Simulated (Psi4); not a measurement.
# OMP2/def2-TZVPPD (density fitting for correlation) run of GaH3 (SMILES [GaH3])

Aim: the vertical electron affinity of GaH3 at OMP2/def2-TZVPPD (density fitting for correlation), from 2 runs. 

Program for the calculation: Psi4 1.11.

2 further runs of the same task are left out: 1 that didn't finish, 1 set aside as unsound or not needed.

**1. The structure to begin with**

GaH3: 4 atoms, total charge 0, spin state singlet. SMILES: `[GaH3]`. The shape is that of a PBE0-D4/def2-TZVP optimisation.

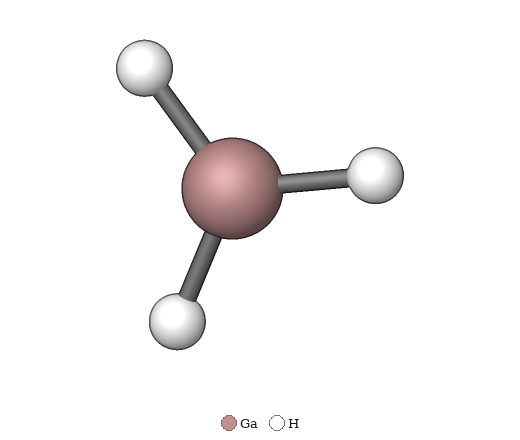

Viewed from a chosen angle; gallium pink, hydrogen white.

**2. The energy at OMP2/def2-TZVPPD (density fitting for correlation)**

Contents of input.json:

```json
{
  "schema_name": "qcschema_input",
  "schema_version": 1,
  "molecule": {
    "schema_name": "qcschema_molecule",
    "schema_version": 2,
    "symbols": ["Ga", "H", "H", "H"],
    "geometry": [0.02532233, -0.02815692, -0.00869274, 2.366693, 0.64968784, 1.67750988, -1.04331779, -2.79263727, -0.01833034, -1.24419568, 2.05734483, -1.68884824],
    "molecular_charge": 0,
    "molecular_multiplicity": 1,
    "fix_symmetry": "c1"
  },
  "driver": "energy",
  "model": {
    "method": "omp2",
    "basis": "def2-TZVPPD"
  },
  "keywords": {
    "puream": true,
    "e_convergence": 1e-09,
    "d_convergence": 1e-08,
    "scf_type": "pk",
    "num_frozen_docc": 9
  }
}
```

Launch:

```
$ psi4 --qcschema input.json -n 1 --memory 2200MB
```

stdout:

```text
[...]
  Running in c1 symmetry.
[...]
  Nuclear repulsion =   31.962558418829840
[...]
  Multiplicity = 1
[...]
  Nalpha       = 17
  Nbeta        = 17
[...]
    Number of basis functions: 105
[...]
   @RHF iter   1: -1923.32463528294079   -2.65166e+00   2.85012e-02 DIIS/ADIIS
[...]
   @RHF iter  10: -1924.96418546534642   -5.68434e-12   1.37413e-09 DIIS
[...]
    Orbital Energies [Eh]
    ---------------------
    Doubly Occupied:
       1A   -378.814374     2A    -48.167579     3A    -42.497001
       4A    -42.493325     5A    -42.493324     6A     -6.394173
       7A     -4.490980     8A     -4.483498     9A     -4.483498
      10A     -1.202887    11A     -1.197934    12A     -1.197934
      13A     -1.191316    14A     -1.191315    15A     -0.598691
      16A     -0.428256    17A     -0.428244
[...]
  @RHF Final Energy: -1924.96418546534642
   => Energetics <=
    Nuclear Repulsion Energy =             31.9625584188298397
    One-Electron Energy =               -2750.3448255791145129
    Two-Electron Energy =                 793.4180816949384507
    Total Energy =                      -1924.9641854653464179
[...]
 Multipole Moments:
 ------------------------------------------------------------------------------------
     Multipole            Electronic (a.u.)      Nuclear  (a.u.)        Total (a.u.)
 ------------------------------------------------------------------------------------
 L = 1.  Multiply by 2.5417464519 to convert [e a0] to [Debye]
 Dipole X            :         -0.0026596            0.0016826           -0.0009770
 Dipole Y            :          0.0009371           -0.0005938            0.0003433
 Dipole Z            :          0.0029342           -0.0018805            0.0010537
 Magnitude           :                                                    0.0014774
[...]
	Warning: cc_lambda option is changed to TRUE
	For this residual convergence, default PCG convergence is:     1.00e-07
[...]
	DF-MP2 Total Energy (a.u.)         : -1925.20968842296065
[...]
	DF-MP2 Total Energy (a.u.)         : -1925.21927927659635
[...]
	DF-OMP2 Total Energy (a.u.)        : -1925.21927927668685
[...]
```

The result, in JSON:

```text
{
 "driver": "energy",
 "model": {
  "method": "omp2",
  "basis": "def2-TZVPPD"
 },
 "success": true,
 "return_result": -1925.2192792766868,
 "properties": {
  "calcinfo_nbasis": 105,
  "calcinfo_nmo": 105,
  "calcinfo_nalpha": 17,
  "calcinfo_nbeta": 17,
  "calcinfo_natom": 4,
  "nuclear_repulsion_energy": 31.96255841882984,
  "return_energy": -1925.2192792766868,
  "scf_one_electron_energy": -2750.3448255791145,
  "scf_two_electron_energy": 793.4180816949385,
  "scf_dipole_moment": [-0.0009770285866066708, 0.00034330483181126137, 0.0010536774057204323],
  "scf_total_energy": -1924.9641854653464,
  "scf_iterations": 10,
  "mp2_singles_energy": 0.0,
  "mp2_doubles_energy": -0.24550295761414753,
  "mp2_correlation_energy": -0.24550295761423513,
  "mp2_total_energy": -1925.2096884229607
 }
}
```

Run time: 17 s. Hardware: 1 thread of Intel Xeon 6975P-C (Granite Rapids), shared host; peak memory 0.46 GiB.

**3. The doublet anion at the same level**

Contents of calc.inp:

```
memory 2200 mb

molecule molecule1 {
  -1 2
  Ga     0.013400    -0.014900    -0.004600
  H      1.252400     0.343800     0.887700
  H     -0.552100    -1.477800    -0.009700
  H     -0.658400     1.088700    -0.893700
  symmetry c1
}

set basis def2-TZVPPD
set reference uhf
set puream true
set e_convergence 1e-09
set d_convergence 1e-08
set scf_type pk
set num_frozen_docc 9
set maxiter 100

E, wfn = energy("omp2", return_wfn=True)
```

Launch:

```
$ psi4 calc.inp calc.out -n 1
```

calc.out:

```text
[...]
  Running in c1 symmetry.
[...]
  Nuclear repulsion =   31.962558411197463
[...]
  Multiplicity = 2
[...]
  Nalpha       = 18
  Nbeta        = 17
[...]
    Number of basis functions: 105
[...]
   @UHF iter   1: -1922.93447234692030   -2.26150e+00   2.98276e-02 ADIIS/DIIS
[...]
   @UHF iter  14: -1924.94284080915986   -9.32232e-12   6.11721e-09 DIIS
[...]
   @S^2 Observed:                7.657940074E-01
[...]
    Orbital Energies [Eh]
    ---------------------
    Alpha Occupied:
       1A   -378.562642     2A    -47.915704     3A    -42.245272
       4A    -42.242058     5A    -42.242058     6A     -6.142583
       7A     -4.238472     8A     -4.233406     9A     -4.233406
      10A     -0.945952    11A     -0.944158    12A     -0.944158
      13A     -0.943364    14A     -0.943364    15A     -0.387969
      16A     -0.204304    17A     -0.204294    18A      0.006566
    Alpha Virtual:
      19A      0.195423    20A      0.252632    21A      0.255728
      22A      0.255729    23A      0.264938    24A      0.264939
      25A      0.315679    26A      0.315681    27A      0.380153
[...]
  @UHF Final Energy: -1924.94284080915986
   => Energetics <=
    Nuclear Repulsion Energy =             31.9625584111974632
    One-Electron Energy =               -2758.6886882734206665
    Two-Electron Energy =                 801.7832890530635268
    Total Energy =                      -1924.9428408091598612
  UHF NO Occupations:
  HONO-2 :   16  A 1.9989818
  HONO-1 :   17  A 1.9942102
[...]
 Multipole Moments:
 ------------------------------------------------------------------------------------
     Multipole            Electronic (a.u.)      Nuclear  (a.u.)        Total (a.u.)
 ------------------------------------------------------------------------------------
 L = 1.  Multiply by 2.5417464519 to convert [e a0] to [Debye]
 Dipole X            :          0.0006122            0.0016826            0.0022948
 Dipole Y            :         -0.0003114           -0.0005938           -0.0009052
 Dipole Z            :         -0.0011147           -0.0018805           -0.0029952
 Magnitude           :                                                    0.0038803
[...]
	Warning: cc_lambda option is changed to TRUE
	For this residual convergence, default PCG convergence is:     1.00e-07
[...]
	DF-SCS-MP2 Total Energy (a.u.)     : -1925.19626864651650
	DF-SOS-MP2 Total Energy (a.u.)     : -1925.19151582961649
[...]
	DF-SCS-OMP2 Total Energy (a.u.)    : -1925.20255066690083
	DF-SOS-OMP2 Total Energy (a.u.)    : -1925.17524783846125
	DF-SCS(N)-OMP2 Total Energy (a.u.) : -1925.07822960284329
[...]
	DF-OMP2 Total Energy (a.u.)        : -1925.21696012894949
[...]
```

It took 38 s on 1 thread of Intel Xeon 6975P-C (Granite Rapids), shared host; peak memory 0.46 GiB.

**4. Outcome**

At OMP2/def2-TZVPPD (density fitting for correlation), 9 core orbitals frozen:

| quantity | value |
| --- | --- |
| singlet GaH3: total energy | -1925.21928 Eh |
| singlet GaH3: HOMO energy (Hartree–Fock orbitals) | -11.65 eV |
| singlet GaH3: LUMO energy (Hartree–Fock orbitals) | 0.94 eV |
| singlet GaH3: HOMO–LUMO gap (Hartree–Fock orbitals) | 12.59 eV |
| singlet GaH3: correlation energy (9 core orbitals frozen) | -255.1 mEh |
| doublet anion: total energy | -1925.21696 Eh |
| doublet anion: HOMO energy (Hartree–Fock orbitals) (highest over α and β) | 0.18 eV |
| doublet anion: LUMO energy (Hartree–Fock orbitals) (lowest over α and β) | 5.32 eV |
| doublet anion: correlation energy (9 core orbitals frozen) | -274.1 mEh |
| doublet anion: ⟨S²⟩ of the reference determinant | 0.766 |
| vertical electron affinity (to the doublet anion) | -0.063 eV |

In words: The anion lies 0.06 eV (6.1 kJ/mol) above the neutral: the electron isn't bound at this level, and such a value depends on the basis. The HOMO (doublet anion) lies at positive energy, 0.18 eV: the electron is unbound at this level or held by a compact basis; values depend on the basis.
